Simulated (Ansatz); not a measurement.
# CH₉NSi: nudged elastic band (part 1 of 2)

System: CH₉NSi.
Method: RKS PBE/6-31G* (Ansatz 0.2.0).

It belongs to a series of runs on one base structure; here: band between the two ends. Figures and captions count atoms from 1; the log counts them from 0 in places.

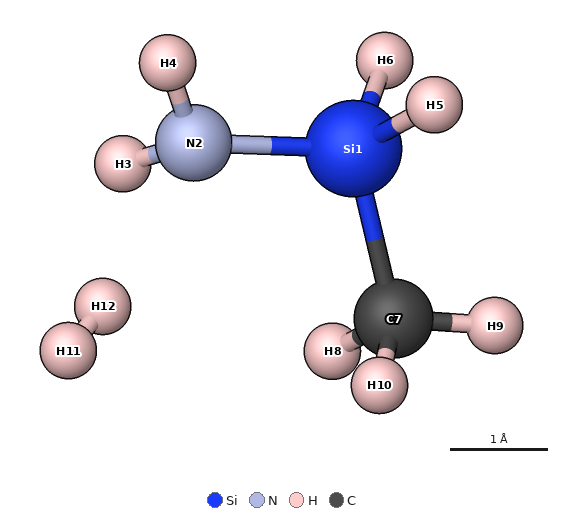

**Figure 1.** The input geometry (ball-and-stick view, seen at a tilt; atoms are numbered from 1 in the order of the input). Bond lengths as drawn: C–H 1.10 Å, C–Si 1.89 Å, H–H 0.76 Å, H–N 1.02 Å, H–Si 1.50 to 1.52 Å and N–Si 1.76 Å.

**Input file**
```yaml
crystal:
  periodic: [false, false, false]
  atoms:
    - { symbol: Si, position_ang: [-0.410662, 0.30623, 0.021158] }
    - { symbol: "N", position_ang: [0.214208, -0.120174, 1.608894] }
    - { symbol: H, position_ang: [-0.462813, -0.431301, 2.309796] }
    - { symbol: H, position_ang: [0.855747, 0.547142, 2.041867] }
    - { symbol: H, position_ang: [0.774311, 0.814463, -0.751597] }
    - { symbol: H, position_ang: [-1.45092, 1.407509, 0.001301] }
    - { symbol: C, position_ang: [-1.160372, -1.225566, -0.783233] }
    - { symbol: H, position_ang: [-2.015351, -1.610052, -0.198879] }
    - { symbol: H, position_ang: [-1.530366, -0.992432, -1.797471] }
    - { symbol: H, position_ang: [-0.410858, -2.031437, -0.861507] }
    - { symbol: H, position_ang: [2.157149, -2.787719, 2.209326] }
    - { symbol: H, position_ang: [1.729826, -2.198864, 2.004748] }
basis:
  gaussian: { orbitals: "6-31G*" }
hamiltonian:
  xc: pbe
neb:
  order_check: false
  images: 7
  f_tol: 0.03
  max_iterations: 60
  final_atoms:
    - { symbol: Si, position_ang: [0.51469531, -0.1537819, -0.698907] }
    - { symbol: "N", position_ang: [-0.16458312, -0.80271118, 2.64861433] }
    - { symbol: H, position_ang: [-0.63230281, -1.28302523, 3.42715328] }
    - { symbol: H, position_ang: [-0.1534124, 0.19199444, 2.90392951] }
    - { symbol: H, position_ang: [0.99342492, 0.20487704, -2.08214607] }
    - { symbol: H, position_ang: [0.24375971, 1.14004004, 0.01708518] }
    - { symbol: C, position_ang: [-1.01732697, -1.25424232, -0.76934892] }
    - { symbol: H, position_ang: [-1.32341516, -1.4765877, 0.2661232] }
    - { symbol: H, position_ang: [-1.84725419, -0.75022152, -1.29271764] }
    - { symbol: H, position_ang: [-0.80423412, -2.20104258, -1.29366165] }
    - { symbol: H, position_ang: [1.6632759, -0.83498843, -0.00712425] }
    - { symbol: H, position_ang: [0.81727192, -1.10251167, 2.68540303] }
  initial_path:
    images:
      - { positions_ang: [[-0.410662, 0.30623, 0.021158], [0.214208, -0.120174, 1.608894], [-0.462813, -0.431301, 2.309796], [0.855747, 0.547142, 2.041867], [0.774311, 0.814463, -0.751597], [-1.45092, 1.407509, 0.001301], [-1.160372, -1.225566, -0.783233], [-2.015351, -1.610052, -0.198879], [-1.530366, -0.992432, -1.797471], [-0.410858, -2.031437, -0.861507], [2.157149, -2.787719, 2.209326], [1.729826, -2.198864, 2.004748]] }
      - { positions_ang: [[-0.31972098, 0.23872863, 0.02680039], [0.18753972, -0.12032924, 1.75730111], [-0.52827454, -0.43584583, 2.42507171], [0.89560178, 0.44315392, 2.2035684], [0.9036332, 0.63647577, -0.69767925], [-1.28522062, 1.36659152, -0.0750582], [-1.10603966, -1.28420659, -0.74415833], [-1.85450575, -1.71832965, -0.09552214], [-1.58774195, -1.02704369, -1.67374513], [-0.36569862, -2.04771718, -0.94408833], [1.85112431, -2.43430567, 1.76422674], [1.49920211, -1.939373, 1.85768602]] }
      - { positions_ang: [[-0.22877995, 0.17122727, 0.03244278], [0.16087144, -0.12048447, 1.90570823], [-0.59373608, -0.44039067, 2.54034742], [0.93545655, 0.33916584, 2.36526981], [1.0329554, 0.45848854, -0.64376151], [-1.11952123, 1.32567405, -0.15141739], [-1.05170733, -1.34284718, -0.70508366], [-1.6936605, -1.8266073, 0.00783473], [-1.6451179, -1.06165539, -1.55001926], [-0.32053924, -2.06399737, -1.02666966], [1.54509963, -2.08089233, 1.31912749], [1.26857822, -1.679882, 1.71062403]] }
      - { positions_ang: [[-0.13783893, 0.1037259, 0.03808517], [0.13420315, -0.12063971, 2.05411534], [-0.65919761, -0.4449355, 2.65562313], [0.97531133, 0.23517776, 2.52697121], [1.1622776, 0.28050132, -0.58984376], [-0.95382185, 1.28475657, -0.22777659], [-0.99737499, -1.40148777, -0.66600899], [-1.53281525, -1.93488495, 0.11119159], [-1.70249385, -1.09626708, -1.42629339], [-0.27537986, -2.08027755, -1.10925099], [1.23907494, -1.727479, 0.87402823], [1.03795432, -1.420391, 1.56356205]] }
      - { positions_ang: [[-0.04689791, 0.03622454, 0.04372756], [0.10753487, -0.12079495, 2.20252245], [-0.72465915, -0.44948034, 2.77089883], [1.01516611, 0.13118968, 2.68867261], [1.2915998, 0.10251409, -0.53592601], [-0.78812247, 1.2438391, -0.30413579], [-0.94304265, -1.46012836, -0.62693432], [-1.37197, -2.04316259, 0.21454845], [-1.7598698, -1.13087877, -1.30256752], [-0.23022049, -2.09655773, -1.19183232], [0.93305025, -1.37406567, 0.42892897], [0.80733043, -1.1609, 1.41650006]] }
      - { positions_ang: [[0.0935004, -0.01127707, -0.14193108], [0.03950538, -0.291274, 2.31404542], [-0.70157007, -0.65786656, 2.93496244], [0.72302148, 0.14639087, 2.74248684], [1.21705608, 0.12810483, -0.92248103], [-0.53015192, 1.21788933, -0.22383055], [-0.96161373, -1.40865685, -0.66253797], [-1.35983129, -1.90151887, 0.22744214], [-1.7817159, -1.03571446, -1.30010505], [-0.37372389, -2.12267895, -1.21728965], [1.11560666, -1.23929636, 0.31991567], [0.8098158, -1.14630291, 1.7337258]] }
      - { positions_ang: [[0.2338987, -0.05877868, -0.32758972], [-0.02852412, -0.46175306, 2.42556839], [-0.67848098, -0.86625278, 3.09902605], [0.43087685, 0.16159206, 2.79630106], [1.14251236, 0.15369556, -1.30903604], [-0.27218138, 1.19193957, -0.1435253], [-0.98018481, -1.35718534, -0.69814162], [-1.34769258, -1.75987515, 0.24033583], [-1.803562, -0.94055014, -1.29764258], [-0.5172273, -2.14880016, -1.24274699], [1.29816308, -1.10452705, 0.21090236], [0.81230118, -1.13170583, 2.05095155]] }
      - { positions_ang: [[0.37429701, -0.10628029, -0.51324836], [-0.09655362, -0.63223212, 2.53709136], [-0.65539189, -1.074639, 3.26308966], [0.13873223, 0.17679325, 2.85011528], [1.06796864, 0.1792863, -1.69559106], [-0.01421083, 1.1659898, -0.06322006], [-0.99875589, -1.30571383, -0.73374527], [-1.33555387, -1.61823142, 0.25322952], [-1.82540809, -0.84538583, -1.29518011], [-0.66073071, -2.17492137, -1.26820432], [1.48071949, -0.96975774, 0.10188906], [0.81478655, -1.11710875, 2.36817729]] }
      - { positions_ang: [[0.51469531, -0.1537819, -0.698907], [-0.16458312, -0.80271118, 2.64861433], [-0.63230281, -1.28302523, 3.42715328], [-0.1534124, 0.19199444, 2.90392951], [0.99342492, 0.20487704, -2.08214607], [0.24375971, 1.14004004, 0.01708518], [-1.01732697, -1.25424232, -0.76934892], [-1.32341516, -1.4765877, 0.2661232], [-1.84725419, -0.75022152, -1.29271764], [-0.80423412, -2.20104258, -1.29366165], [1.6632759, -0.83498843, -0.00712425], [0.81727192, -1.10251167, 2.68540303]] }
```

Launched with:
```bash
ansatz run input.yaml --threads 1 --pin off --max-ram 2048MiB --backend cpu --events-out ev --progress --plain --runs-dir out
```

**What the program printed**
```
Engine: ansatz 0.2.0, x86_64-unknown-linux-gnu
Functional definition: PBE
  parameter kappa = 0.804
  parameter beta = 0.06672455060314922
  exchange = pbe_x(kappa = kappa, mu = beta*pi^2/3)
  correlation = pbe_c(beta = beta)
965 factors; their error is unknown
mean field evaluation 1: about -10531.1940 eV, gradient 7.4e1 eV
mean field evaluation 2: about -10503.4902 eV, gradient 1.2e2 eV
mean field evaluation 4: about -10542.6228 eV, gradient 1.0e1 eV
mean field evaluation 8: about -10542.8582 eV, gradient 2.4e-1 eV
mean field evaluation 16: about -10542.7965 eV, gradient 2.2e-4 eV
mean field -10542.79645166 eV, -387.4406234345 hartree, gradient 5.3e-5 eV, S^2 0.000000; 0 other end points of the search recorded, 0 dependent functions left out
the calculation of the forces begins
reference -10542.79648478 eV, -387.4406246514 hartree; 18, 18 occupied and 49, 49 virtual orbitals, 965 factors
965 factors; their error is unknown
mean field evaluation 32: about -10542.6606 eV, gradient 3.4e-4 eV
mean field -10542.66063609 eV, -387.4356323042 hartree, gradient 5.7e-6 eV, S^2 0.000000; 0 other end points of the search recorded, 0 dependent functions left out
[... from here on the field's lines of each further geometry are left out, up to the last ...]
NEB iter   1: max|band force component| = 9.683e0 eV/Å  barrier→ = 3.5933 eV  barrier← = 3.4575 eV  Δτ_max = 0.2000 Å  (233 SCF iters)
NEB iter   2: max|band force component| = 2.278e0 eV/Å  barrier→ = 2.1177 eV  barrier← = 1.9819 eV  Δτ_max = 0.2000 Å  (188 SCF iters)
NEB iter   3: max|band force component| = 7.034e0 eV/Å  barrier→ = 1.6274 eV  barrier← = 1.4916 eV  Δτ_max = 0.1003 Å  (194 SCF iters)
NEB iter   4: max|band force component| = 1.131e0 eV/Å  barrier→ = 1.5694 eV  barrier← = 1.4335 eV  CI = image 4  Δτ_max = 0.2000 Å  (189 SCF iters)
NEB iter   5: max|band force component| = 8.016e-1 eV/Å  barrier→ = 1.9776 eV  barrier← = 1.8418 eV  CI = image 4  Δτ_max = 0.1953 Å  (189 SCF iters)
NEB iter   6: max|band force component| = 6.224e-1 eV/Å  barrier→ = 1.9599 eV  barrier← = 1.8241 eV  CI = image 4  Δτ_max = 0.1378 Å  (186 SCF iters)
NEB iter   7: max|band force component| = 3.042e-1 eV/Å  barrier→ = 1.9321 eV  barrier← = 1.7963 eV  CI = image 4  Δτ_max = 0.0595 Å  (190 SCF iters)
NEB iter   8: max|band force component| = 2.748e-1 eV/Å  barrier→ = 1.9127 eV  barrier← = 1.7769 eV  CI = image 4  Δτ_max = 0.0858 Å  (189 SCF iters)
NEB iter   9: max|band force component| = 1.974e-1 eV/Å  barrier→ = 1.8985 eV  barrier← = 1.7626 eV  CI = image 4  Δτ_max = 0.0916 Å  (190 SCF iters)
NEB iter  10: max|band force component| = 3.613e-1 eV/Å  barrier→ = 1.9077 eV  barrier← = 1.7719 eV  CI = image 4  Δτ_max = 0.0460 Å  (185 SCF iters)
NEB iter  11: max|band force component| = 1.485e-1 eV/Å  barrier→ = 1.8973 eV  barrier← = 1.7615 eV  CI = image 4  Δτ_max = 0.0470 Å  (194 SCF iters)
NEB iter  12: max|band force component| = 9.562e-2 eV/Å  barrier→ = 1.8905 eV  barrier← = 1.7547 eV  CI = image 4  Δτ_max = 0.0189 Å  (182 SCF iters)
NEB iter  13: max|band force component| = 5.886e-2 eV/Å  barrier→ = 1.8891 eV  barrier← = 1.7533 eV  CI = image 4  Δτ_max = 0.0631 Å  (183 SCF iters)
NEB iter  14: max|band force component| = 6.310e-2 eV/Å  barrier→ = 1.8873 eV  barrier← = 1.7515 eV  CI = image 4  Δτ_max = 0.0313 Å  (177 SCF iters)
NEB iter  15: max|band force component| = 6.156e-2 eV/Å  barrier→ = 1.8864 eV  barrier← = 1.7506 eV  CI = image 4  Δτ_max = 0.0276 Å  (176 SCF iters)
NEB iter  16: max|band force component| = 5.190e-2 eV/Å  barrier→ = 1.8857 eV  barrier← = 1.7499 eV  CI = image 4  Δτ_max = 0.0234 Å  (176 SCF iters)
NEB iter  17: max|band force component| = 3.349e-2 eV/Å  barrier→ = 1.8851 eV  barrier← = 1.7493 eV  CI = image 4  Δτ_max = 0.0279 Å  (179 SCF iters)
NEB iter  18: max|band force component| = 4.032e-2 eV/Å  barrier→ = 1.8847 eV  barrier← = 1.7489 eV  CI = image 4  Δτ_max = 0.0139 Å  (176 SCF iters)
NEB iter  19: max|band force component| = 4.557e-2 eV/Å  barrier→ = 1.8846 eV  barrier← = 1.7488 eV  CI = image 4  Δτ_max = 0.0070 Å  (170 SCF iters)
NEB iter  20: max|band force component| = 2.098e-2 eV/Å  barrier→ = 1.8843 eV  barrier← = 1.7484 eV  CI = image 4  Δτ_max = 0.0139 Å  (142 SCF iters)
NEB iter  21: max|band force component| = 2.061e-2 eV/Å  barrier→ = 1.8839 eV  barrier← = 1.7481 eV  CI = image 4  Δτ_max = 0.0140 Å  (29 SCF iters)
the calculation of the forces begins
reference -10542.65645420 eV, -387.4354786225 hartree; 18, 18 occupied and 49, 49 virtual orbitals, 965 factors
965 factors; their error is unknown
mean field evaluation 1216: about -10540.9128 eV, gradient 6.9e-5 eV
mean field -10540.91276724 eV, -387.3713993086 hartree, gradient 1.7e-5 eV, S^2 0.000000; 1 other end points of the search recorded, 0 dependent functions left out
the calculation of the forces begins
reference -10540.91279587 eV, -387.3714003611 hartree; 18, 18 occupied and 49, 49 virtual orbitals, 965 factors
NEB iter  22: max|band force component| = 2.801e-2 eV/Å  barrier→ = 1.8837 eV  barrier← = 1.7479 eV  CI = image 4  Δτ_max = 0.0000 Å  (213 SCF iters)
```
